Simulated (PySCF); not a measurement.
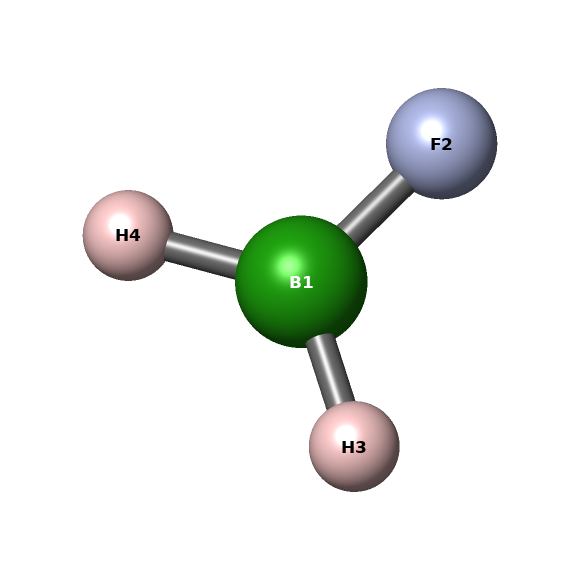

The computed structure is the end point of a PBE0-D3(BJ)/def2-SVP optimisation. No frequency run is at hand to confirm it as a minimum. Electric field gradients from the ground-state density, PBE0/pcSseg-1 (PySCF 2.14.0), non-relativistic apart from any core potentials.

Give the largest field-gradient component, the quadrupole coupling constant and the asymmetry for 11B at B1 (Q = 40.59 mb), 2H at H3 (Q = 2.86 mb).

```tsv
atom	V_zz (a.u.)	e²qQ/h (MHz)	η
B1	0.515	4.91	0.49
H3	0.194	0.130	0.08
```
